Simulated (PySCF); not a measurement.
# One shape, several levels: BNH4 (SMILES BN)

Wanted: a comparison of 6 runs (M06-2X/STO-6G, PBE/STO-6G, PBE0/STO-6G, BCCD(T)/STO-6G, CCSDT/STO-6G, UCCSD(T)/STO-6G) of BNH4. Input form: a Python script.

The results are computed with PySCF 2.14.0.

2 further runs of the same task are left out: 2 set aside as unsound or not needed.

### 1 The system as given

The species is BNH4 (6 atoms), meant as a singlet with charge 0. SMILES: `BN`. The B1–H3 distance was set to 1.796 Å, away from the relaxed value. At this shape a bond of the SMILES string is far longer than usual.

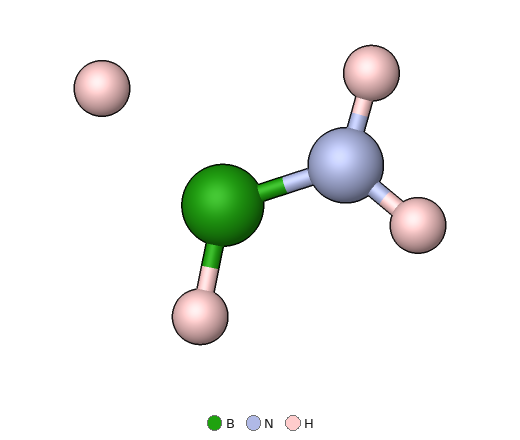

Viewed from a chosen angle; boron green, nitrogen light blue, hydrogen pink.

### 2 A single-point energy at M06-2X/STO-6G (run 1)

The input, run.py:

```python
from pyscf import gto, dft

mol = gto.Mole()
mol.atom = '''
B     -0.305201    -0.335398    -0.482153
N     -0.030901     1.021602    -0.445753
H      0.225800    -1.368000     0.887500
H     -0.889001    -0.784498    -1.425753
H     -0.298601     1.657902    -1.177353
H      0.454999     1.465602     0.314747
'''
mol.basis = 'sto-6g'
mol.max_memory = 1860
mol.verbose = 4
mol.charge = 0
mol.build()

mf = dft.RKS(mol, xc='m06-2x')
mf.grids.level = 5
mf.conv_tol = 1e-10
mf.kernel()
if not mf.converged:
    mf = mf.newton().run(mf.mo_coeff, mf.mo_occ)

e_final = mf.e_tot
print('E = %.10f Eh' % e_final)
```

On the command line:

```
$ OMP_NUM_THREADS=1 python run.py
```

The log of the run:

```text
PySCF version 2.14.0

[... 73 lines left out ...]
converged SCF energy = -81.6377958451671
E = -81.6377958452 Eh
```

It took 3.3 s on 1 thread of Arm Neoverse V2, shared host; peak memory 0.18 GiB.

### 3 The energy at PBE/STO-6G (run 2)

The input, job.py:

```python
from pyscf import gto, dft

mol = gto.M(
    atom=[
    ('B', (-0.305201, -0.335398, -0.482153)),
    ('N', (-0.030901, 1.021602, -0.445753)),
    ('H', (0.225800, -1.368000, 0.887500)),
    ('H', (-0.889001, -0.784498, -1.425753)),
    ('H', (-0.298601, 1.657902, -1.177353)),
    ('H', (0.454999, 1.465602, 0.314747)),
],
    max_memory=1860,
    verbose=3,
    basis='sto-6g',
)

ks = dft.RKS(mol, xc='pbe')
ks.grids.level = 5
ks.conv_tol = 1e-10
ks.kernel()
if not ks.converged:
    ks = ks.newton().run(ks.mo_coeff, ks.mo_occ)

etot = ks.e_tot
print(f'total energy: {etot:.8f} hartree')
```

On the command line:

```
$ OMP_NUM_THREADS=1 python job.py
```

The log of the run:

```text
converged SCF energy = -81.5682307708587
total energy: -81.56823077 hartree
```

Run time: 2.5 s. Hardware: 1 thread of Arm Neoverse V2, shared host; peak memory 0.18 GiB.

Runs 3 to 5 aren't shown in full; the table further down has their settings and results.

### 4 The energy at UCCSD(T)/STO-6G (run 6)

The input, job.py:

```python
from pyscf import gto, scf, cc

molecule = gto.Mole()
molecule.atom = '''
B     -0.576746    -0.633810    -0.911137
N     -0.058394     1.930548    -0.842351
H      0.426700    -2.585145     1.677132
H     -1.679968    -1.482486    -2.694283
H     -0.564274     3.132981    -2.224875
H      0.859823     2.769586     0.594786
'''
molecule.verbose = 4
molecule.charge = 0
molecule.basis = 'sto-6g'
molecule.unit = 'bohr'
molecule.max_memory = 1860
molecule.build()

mf = scf.UHF(molecule)
mf.conv_tol = 1e-10
mf.kernel()
if not mf.converged:
    mf = mf.newton().run(mf.mo_coeff, mf.mo_occ)
for _ in range(3):
    mo, _, stable, _ = mf.stability(return_status=True)
    if stable:
        break
    mf.kernel(mf.make_rdm1(mo, mf.mo_occ))

mycc = cc.CCSD(mf, frozen=2)
mycc.kernel()
e_t = mycc.ccsd_t()
e_tot = mycc.e_tot + e_t
print('Final energy', e_tot)
```

On the command line:

```
$ OMP_NUM_THREADS=1 python job.py
```

The log of the run:

```text
PySCF version 2.14.0

[... 98 lines left out ...]
converged SCF energy = -81.1250784268147  <S^2> = 6.5289996e-12  2S+1 = 1
[... 76 lines left out ...]
converged SCF energy = -81.1264798494208  <S^2> = 0.16606034  2S+1 = 1.2900548
[... 14 lines left out ...]
Init t2, MP2 energy = -0.0996593242010961
[... 15 lines left out ...]
UCCSD converged
[... 2 lines left out ...]
Final energy -81.27872790349734
```

Wall time 0.8 s (1 thread of Arm Neoverse V2, shared host); peak memory 0.12 GiB.

### 5 All runs side by side

| run | level | integration grid | frozen core orbitals | energy (Eh) | dipole moment (D) of the reference | HOMO energy (eV) | LUMO energy (eV) | wall time |
| --- | --- | --- | --- | --- | --- | --- | --- | --- |
| 1 | M06-2X/STO-6G | 5 | – | -81.637796 | 2.48 | -6.57 | 4.96 | 3.3 s |
| 2 | PBE/STO-6G | 5 | – | -81.568231 | 2.69 | -4.10 | 2.50 | 2.5 s |
| 3 | PBE0/STO-6G | 5 | – | -81.579633 | 2.55 | -5.41 | 3.82 | 2.3 s |
| 4 | BCCD(T)/STO-6G | – | 2 | -81.278661 | – | – | – | 0.88 s |
| 5 | CCSDT/STO-6G | – | 2 | -81.279559 | 2.16 | -8.44 | 8.80 | 0.78 s |
| 6 | UCCSD(T)/STO-6G | – | 2 | -81.278728 | 2.05 | -8.13 | 8.57 | 0.8 s |

### 6 Summary of results

| quantity | value |
| --- | --- |
| run 6: total energy | -81.27873 Eh |
| run 6: dipole moment (Hartree–Fock density) | 2.05 D |
| run 6: HOMO energy (Hartree–Fock orbitals) | -8.13 eV |
| run 6: LUMO energy (Hartree–Fock orbitals) | 8.57 eV |
| run 6: HOMO–LUMO gap (Hartree–Fock orbitals) | 16.70 eV |
| run 6: correlation energy (2 core orbitals frozen) | -152.2 mEh |
| run 6: (T) correction | -2.96 mEh |
| run 6: ⟨S²⟩ of the reference determinant | 0.166 |
| run 6: T1 diagnostic | 0.050 |

Over runs 1, 2, 3 the dipole moment (its size) runs from 2.48 D (M06-2X/STO-6G) to 2.69 D (PBE/STO-6G). Over runs 1, 2, 3 the HOMO–LUMO gap runs from 6.60 eV (PBE/STO-6G) to 11.54 eV (M06-2X/STO-6G). Totals of different functionals can't be ranked against each other. In runs 1, 2, 3, 4, 5, 6 the basis is minimal, so the values are rough. Spin contamination of the reference: run 6 ⟨S²⟩ = 0.17. All runs together took 11 s, the longest 3.3 s.
